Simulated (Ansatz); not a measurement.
# Geometry relaxation, with input and output: ZrN2H5Cl3 (part 1 of 2)

System: ZrN2H5Cl3.
Method: RKS PBE-D4/def2-SVP (Ansatz 0.2.0).

The input holds or restrains some coordinates. It belongs to a series of runs on one base structure; here: pulled along the bonds that form and break, towards end B. Figures and captions count atoms from 1; the log counts them from 0 in places.

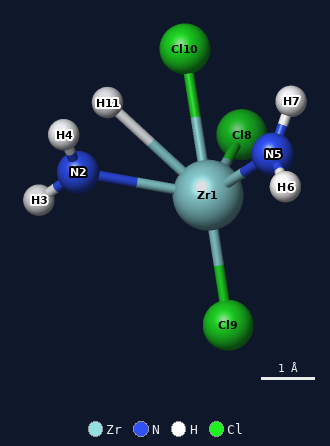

Figure 1. The starting structure (ball-and-stick view, seen at a tilt; atoms are numbered from 1 in the order of the input). Sticks mark near contacts.

### Key numbers

- outcome: converged under the restraints of the input
- total energy: −41885.4688 eV
- mean-field energy: −41885.1504 eV
- largest force (length of the vector) at the end, held atoms and coordinates included: 1.234 eV/Å
- hardware: 4 threads of Arm Neoverse V2, 24 GiB of memory available, shared host
- wall time: 51 s (CPU time 3.2 min)
- peak memory: 0.21 GiB

### Input
```yaml
crystal:
  periodic: [false, false, false]
  atoms:
    - { symbol: Zr, position_ang: [0.0, 0.0, 0.0] }
    - { symbol: "N", position_ang: [0.0, 0.0, 2.56] }
    - { symbol: H, position_ang: [-0.877, -0.2713, 3.09] }
    - { symbol: H, position_ang: [0.877, 0.2713, 3.09] }
    - { symbol: "N", position_ang: [2.084, 0.0, -0.7359] }
    - { symbol: H, position_ang: [2.5823, -0.918, -0.9166] }
    - { symbol: H, position_ang: [2.5853, 0.918, -0.9082] }
    - { symbol: Cl, position_ang: [-1.1869, 2.0563, -0.8392] }
    - { symbol: Cl, position_ang: [-1.1869, -2.0563, -0.8392] }
    - { symbol: Cl, position_ang: [1.0572, 2.4585, 0.8892] }
    - { symbol: H, position_ang: [0.5567, 1.2946, 2.2106] }
basis:
  gaussian: { orbitals: def2-SVP }
hamiltonian:
  xc: pbe
  dispersion: d4
relax:
  f_tol: 0.15
  max_steps: 25
  restrain:
    - { distance: [0, 9], at: 2.52, k: 30.0 }
    - { distance: [10, 1], at: 1.06, k: 30.0 }
    - { distance: [0, 1], at: 3.41, k: 30.0 }
    - { distance: [10, 9], at: 2.57, k: 30.0 }
output:
  orbitals: {}
```

Launch command:
```bash
ansatz run input.yaml --threads 4 --pin off --max-ram 5120MiB --backend cpu --events-out ev --progress --plain --runs-dir out
```

### The program's output
```
The last accepted step is kept in [file] (removed where the run ends without a failure and the disk answers)
Engine: ansatz 0.2.0, aarch64-unknown-linux-gnu
Functional definition: PBE
  parameter kappa = 0.804
  parameter beta = 0.06672455060314922
  exchange = pbe_x(kappa = kappa, mu = beta*pi^2/3)
  correlation = pbe_c(beta = beta)
1497 factors; their error is unknown
mean field evaluation 1: about -41864.5159 eV, gradient 8.8e1 eV
mean field evaluation 2: about -41581.7605 eV, gradient 2.8e2 eV
mean field evaluation 4: about -41867.7052 eV, gradient 7.3e1 eV
mean field evaluation 8: about -41881.5934 eV, gradient 1.2e0 eV
mean field evaluation 16: about -41881.5265 eV, gradient 9.4e-3 eV
mean field -41881.52654471 eV, -1539.1177121998 hartree, gradient 3.4e-5 eV, S^2 0.000000; 0 other end points of the search recorded, 0 dependent functions left out
the calculation of the forces begins
reference -41881.52663735 eV, -1539.1177156042 hartree; 41, 41 occupied and 97, 97 virtual orbitals, 1497 factors
relax step   1: F+E_penalty+E_count = -41881.86105290 eV  Δ(F+E_penalty+E_count) = +0.000e0 eV  max|allowed force component| = 2.471e0 eV/Å  E_restraint = 22.69112378 eV  max|allowed force component, restraints' pulls added| = 2.479e1 eV/Å  Δτ_max = 0.0000 Å  (33 SCF iters, accepted)
  distance Zr 0 - Cl 9 = 2.8200 Å
  distance H 10 - N 1 = 1.4519 Å
  distance Zr 0 - N 1 = 2.5600 Å
  distance H 10 - Cl 9 = 1.8306 Å
these checks for a lower state are left out or cut short: starts, cluster_reference, orbital_swaps, neighbouring_geometries, increment
1497 factors; their error is unknown
mean field -41881.77759666 eV, -1539.1269381886 hartree, gradient 1.1e-5 eV, S^2 0.000000; 0 other end points of the search recorded, 0 dependent functions left out
[... from here on the field's lines of each further geometry are left out, up to the last ...]
relax step   2: F+E_penalty+E_count = -41882.10492915 eV  Δ(F+E_penalty+E_count) = -2.439e-1 eV  max|allowed force component| = 4.292e0 eV/Å  E_restraint = 9.36889158 eV  max|allowed force component, restraints' pulls added| = 1.473e1 eV/Å  Δτ_max = 0.1937 Å  (38 SCF iters, accepted)
relax step   3: F+E_penalty+E_count = -41882.65352240 eV  Δ(F+E_penalty+E_count) = -5.486e-1 eV  max|allowed force component| = 3.648e0 eV/Å  E_restraint = 2.38793999 eV  max|allowed force component, restraints' pulls added| = 6.645e0 eV/Å  Δτ_max = 0.1947 Å  (38 SCF iters, accepted)
relax step   4: F+E_penalty+E_count = -41883.53101565 eV  Δ(F+E_penalty+E_count) = -8.775e-1 eV  max|allowed force component| = 3.162e0 eV/Å  E_restraint = 0.17052957 eV  max|allowed force component, restraints' pulls added| = 2.974e0 eV/Å  Δτ_max = 0.1944 Å  (38 SCF iters, accepted)
relax step   5: F+E_penalty+E_count = -41884.16742707 eV  Δ(F+E_penalty+E_count) = -6.364e-1 eV  max|allowed force component| = 3.035e0 eV/Å  E_restraint = 0.01746674 eV  max|allowed force component, restraints' pulls added| = 2.971e0 eV/Å  Δτ_max = 0.1948 Å  (37 SCF iters, accepted)
relax step   6: F+E_penalty+E_count = -41884.65948731 eV  Δ(F+E_penalty+E_count) = -4.921e-1 eV  max|allowed force component| = 1.743e0 eV/Å  E_restraint = 0.01620847 eV  max|allowed force component, restraints' pulls added| = 1.210e0 eV/Å  Δτ_max = 0.1949 Å  (37 SCF iters, accepted)
relax step   7: F+E_penalty+E_count = -41884.93546992 eV  Δ(F+E_penalty+E_count) = -2.760e-1 eV  max|allowed force component| = 1.338e0 eV/Å  E_restraint = 0.02711436 eV  max|allowed force component, restraints' pulls added| = 6.115e-1 eV/Å  Δτ_max = 0.1913 Å  (37 SCF iters, accepted)
relax step   8: F+E_penalty+E_count = -41885.12638346 eV  Δ(F+E_penalty+E_count) = -1.909e-1 eV  max|allowed force component| = 1.108e0 eV/Å  E_restraint = 0.02942914 eV  max|allowed force component, restraints' pulls added| = 3.330e-1 eV/Å  Δτ_max = 0.1950 Å  (37 SCF iters, accepted)
relax step   9: F+E_penalty+E_count = -41885.25893433 eV  Δ(F+E_penalty+E_count) = -1.326e-1 eV  max|allowed force component| = 1.082e0 eV/Å  E_restraint = 0.02253942 eV  max|allowed force component, restraints' pulls added| = 2.089e-1 eV/Å  Δτ_max = 0.1999 Å  (36 SCF iters, accepted)
relax step  10: F+E_penalty+E_count = -41885.33949805 eV  Δ(F+E_penalty+E_count) = -8.056e-2 eV  max|allowed force component| = 1.073e0 eV/Å  E_restraint = 0.02299948 eV  max|allowed force component, restraints' pulls added| = 1.080e-1 eV/Å  Δτ_max = 0.1999 Å  (36 SCF iters, accepted)
relax step  11: F+E_penalty+E_count = -41885.36291568 eV  Δ(F+E_penalty+E_count) = -2.342e-2 eV  max|allowed force component| = 1.041e0 eV/Å  E_restraint = 0.02037615 eV  max|allowed force component, restraints' pulls added| = 4.030e-1 eV/Å  Δτ_max = 0.1925 Å  (36 SCF iters, accepted)
relax step  12: F+E_penalty+E_count = -41885.38541313 eV  Δ(F+E_penalty+E_count) = -2.250e-2 eV  max|allowed force component| = 1.022e0 eV/Å  E_restraint = 0.02270977 eV  max|allowed force component, restraints' pulls added| = 1.121e-1 eV/Å  Δτ_max = 0.1560 Å  (30 SCF iters, accepted)
relax step  13: F+E_penalty+E_count = -41885.39395169 eV  Δ(F+E_penalty+E_count) = -8.539e-3 eV  max|allowed force component| = 9.885e-1 eV/Å  E_restraint = 0.02933079 eV  max|allowed force component, restraints' pulls added| = 7.632e-1 eV/Å  Δτ_max = 0.1991 Å  (29 SCF iters, accepted)
relax step  14: F+E_penalty+E_count = -41885.39873413 eV  Δ(F+E_penalty+E_count) = -4.782e-3 eV  max|allowed force component| = 1.254e0 eV/Å  E_restraint = 0.02067821 eV  max|allowed force component, restraints' pulls added| = 2.531e-1 eV/Å  Δτ_max = 0.0659 Å  (30 SCF iters, accepted)
relax step  15: F+E_penalty+E_count = -41885.43146153 eV  Δ(F+E_penalty+E_count) = -3.273e-2 eV  max|allowed force component| = 1.068e0 eV/Å  E_restraint = 0.02521502 eV  max|allowed force component, restraints' pulls added| = 1.336e-1 eV/Å  Δτ_max = 0.2000 Å  (36 SCF iters, accepted)
relax step  16: F+E_penalty+E_count = -41885.43243438 eV  Δ(F+E_penalty+E_count) = -9.729e-4 eV  max|allowed force component| = 9.771e-1 eV/Å  E_restraint = 0.02701252 eV  max|allowed force component, restraints' pulls added| = 7.174e-1 eV/Å  Δτ_max = 0.1951 Å  (36 SCF iters, rejected (line search))
relax step  17: F+E_penalty+E_count = -41885.43995294 eV  Δ(F+E_penalty+E_count) = -8.491e-3 eV  max|allowed force component| = 1.053e0 eV/Å  E_restraint = 0.02605829 eV  max|allowed force component, restraints' pulls added| = 2.607e-1 eV/Å  Δτ_max = 0.0966 Å  (30 SCF iters, accepted)
relax step  18: F+E_penalty+E_count = -41885.44247199 eV  Δ(F+E_penalty+E_count) = -2.519e-3 eV  max|allowed force component| = 1.066e0 eV/Å  E_restraint = 0.02160676 eV  max|allowed force component, restraints' pulls added| = 2.300e-1 eV/Å  Δτ_max = 0.0965 Å  (30 SCF iters, accepted)
relax step  19: F+E_penalty+E_count = -41885.44331826 eV  Δ(F+E_penalty+E_count) = -8.463e-4 eV  max|allowed force component| = 9.358e-1 eV/Å  E_restraint = 0.02197269 eV  max|allowed force component, restraints' pulls added| = 5.690e-1 eV/Å  Δτ_max = 0.1463 Å  (30 SCF iters, accepted)
relax step  20: F+E_penalty+E_count = -41885.45414527 eV  Δ(F+E_penalty+E_count) = -1.083e-2 eV  max|allowed force component| = 1.041e0 eV/Å  E_restraint = 0.02379755 eV  max|allowed force component, restraints' pulls added| = 4.457e-1 eV/Å  Δτ_max = 0.0691 Å  (30 SCF iters, accepted)
the calculation of the forces begins
reference -41885.15038184 eV, -1539.2508857580 hartree; 41, 41 occupied and 97, 97 virtual orbitals, 1497 factors
relax step  21: F+E_penalty+E_count = -41885.46866994 eV  Δ(F+E_penalty+E_count) = -1.452e-2 eV  max|allowed force component| = 1.062e0 eV/Å  E_restraint = 0.02379903 eV  max|allowed force component, restraints' pulls added| = 5.569e-2 eV/Å  Δτ_max = 0.1999 Å  (30 SCF iters, accepted)
  distance Zr 0 - Cl 9 = 2.4885 Å
  distance H 10 - N 1 = 1.0434 Å
  distance Zr 0 - N 1 = 3.3924 Å
  distance H 10 - Cl 9 = 2.5733 Å
1497 factors; their error is unknown
mean field evaluation 192: about -41885.1503 eV, gradient 5.3e-3 eV
```

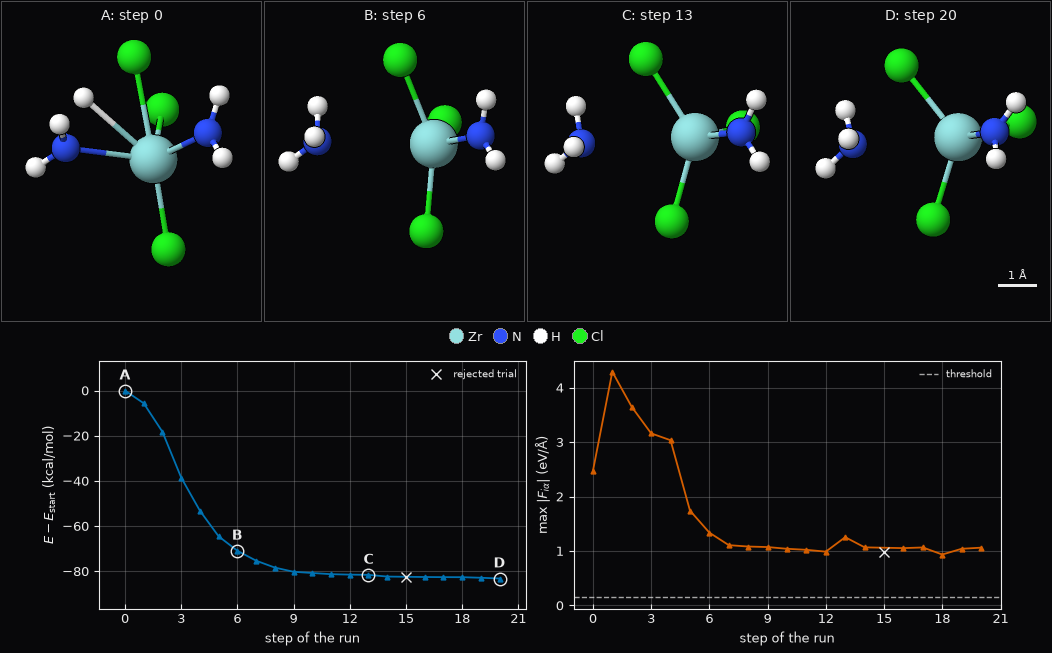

Figure 2. Frames of the restrained relaxation (ball-and-stick view, seen at a tilt) above the curves, on which the letters mark them (the first geometry is step 0 here and step 1 in the log).

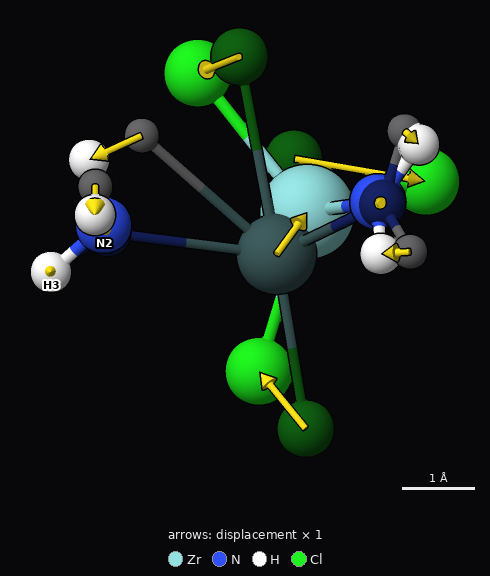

Figure 3. Start (faint) and end (solid) with the displacements as yellow arrows, at true length (ball-and-stick view, seen at a tilt). The two geometries are laid on each other by the best rigid fit. The atom that moves furthest after the best rigid fit is Cl8 (1.87 Å). By element the largest moves are Cl 1.87 Å, Zr 0.85 Å, H 0.83 Å, N 0.48 Å. Among the contacts that change: Zr1–N2 2.560 → 3.392 Å, Zr1–H11 2.622 → 3.422 Å, N2–H11 1.452 → 1.043 Å, Zr1–Cl10 2.820 → 2.489 Å. New bonds form: N2–H11 (1.45 → 1.04 Å). Bonds break: Zr1–N2 (2.56 → 3.39 Å). Among the angles that change: Cl9–Zr1–Cl10 173.5° → 122.7°, Cl8–Zr1–Cl10 64.5° → 101.8°, N5–Zr1–Cl10 75.6° → 111.0°. After 20 geometry steps the energy has fallen by 83.2 kcal/mol. Largest force component: 2.5 eV/Å at the start, 1.1 eV/Å at the end. The line search rejected the trial step at point 15 (counted from 0) and went back. (Atoms are counted from 1 in the order of the input.)

```
mean field -41885.15029105 eV, -1539.2508824214 hartree, gradient 1.3e-5 eV, S^2 0.000000; 1 other end points of the search recorded, 0 dependent functions left out
the calculation of the forces begins
reference -41885.15038184 eV, -1539.2508857580 hartree; 41, 41 occupied and 97, 97 virtual orbitals, 1497 factors
Total energy: -41885.46876073 eV, -1539.2625859665 hartree
Atom 0 at     0.027600     0.713842    -0.483033 Å, force     0.052868     0.626748     1.061660 eV/Å
Atom 1 at     0.418163    -0.064416     2.795676 Å, force    -0.086226     0.612090    -0.467520 eV/Å
Atom 2 at    -0.375894    -0.477380     3.300462 Å, force    -0.004477    -0.007842     0.002003 eV/Å
Atom 3 at     1.270529    -0.361614     3.285890 Å, force     0.011847    -0.002619     0.001344 eV/Å
Atom 4 at     1.889825     0.032479    -0.755884 Å, force    -0.055688     0.034586     0.008117 eV/Å
Atom 5 at     2.199281    -0.936141    -0.609719 Å, force     0.029877     0.014614     0.017354 eV/Å
Atom 6 at     2.675033     0.597731    -1.102217 Å, force     0.018008    -0.034124    -0.010742 eV/Å
```
